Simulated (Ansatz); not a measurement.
The starting structures come from a database of crystals and need not be the phases stable at ambient conditions.

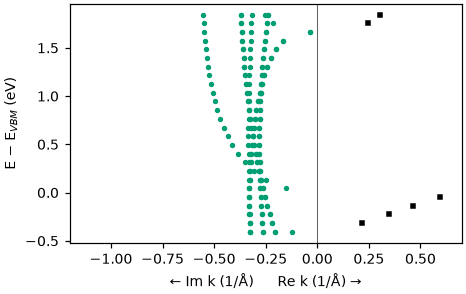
Figure. Complex bands at the centre of the two-dimensional zone; r2SCAN (Ansatz, a quantum-chemistry and plane-wave program)

The gap is the functional's own, uncorrected, and κ follows it; spin-orbit coupling is left out. Mid-gap means the computed energy nearest the middle.

Problem. This is B (R-3m, 12 atoms a cell, 7.2 Å³ an atom) along the normal of (001). Read off the slowest decay at the centre of the two-dimensional zone at 0.85 eV, the computed energy nearest the middle of the gap.

Solution. κ ≈ 0.28 1/Å, a decay length 1/(2κ) of the density of 1.8 Å.
